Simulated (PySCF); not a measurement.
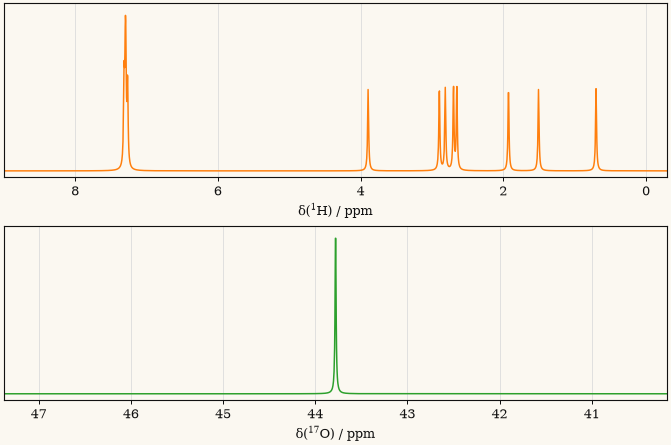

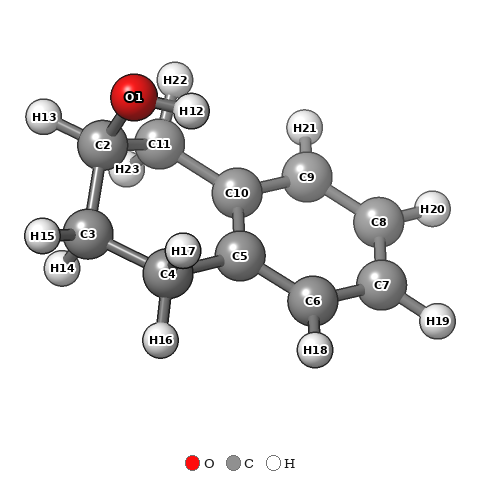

Spectrum and numbered structure of C₁₀H₁₂O, SMILES O[C@@H]1CCc2ccccc2C1. GIAO shifts, ωB97X-D/pcSseg-1 with PySCF, at a PBE0-D3(BJ)/def2-SVP geometry (no frequency check), against TMS for ¹H and H₂O for ¹⁷O computed at the same level (¹⁷O: a single water molecule, while the usual scale starts at liquid water and gives values some tens of ppm lower). Gas phase, fully decoupled, line heights follow the number of nuclei, widths are arbitrary (no quadrupolar broadening); values of one conformer, averaged over methyl-type rotors and exact or near symmetry. Protons on N, O or S are those of the isolated molecule, without hydrogen bonds to neighbours or exchange.

**Which atoms give which ¹H line?**

```csv
δ (ppm),nuclei,atoms
7.31,1,H19
7.30,1,H20
7.29,1,H18
7.26,1,H21
3.89,1,H13
2.90,1,H17
2.81,1,H23
2.70,1,H22
2.65,1,H16
1.93,1,H15
1.51,1,H14
0.70,1,H12
```

The order of signals that lie close, as those under 0.08 ppm apart, is within the error of the method.

**Where does the ¹⁷O line lie?**

At 43.8 ppm (O1).
